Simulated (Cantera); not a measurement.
A closed system holds: 1 mol MgCO3, 0.38 mol SO3, 0.85 mol H2O, held at 1100 Pa.

Equilibrium computed with Cantera from the NASA thermochemical tables; the gas is ideal and each condensed phase is pure. Candidate condensed phases: C, C6H6, C7H8, C8H18, H2O, H2SO4, Mg, MgCO3, MgO, Mg(OH)2, MgS, MgSO4, S; 130 gas species. Equilibrium is a limit: real reactors are often held back by kinetics, nucleation or transport.

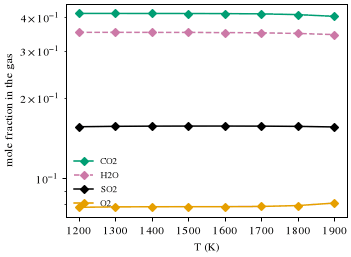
Equilibrium gas composition (values under 1e-9 drawn at 1e-9)

Q: Read off the mole fractions at 1900 K.

A: CO2 about 0.40, H2O about 0.34, SO2 about 0.16, O2 about 0.081.
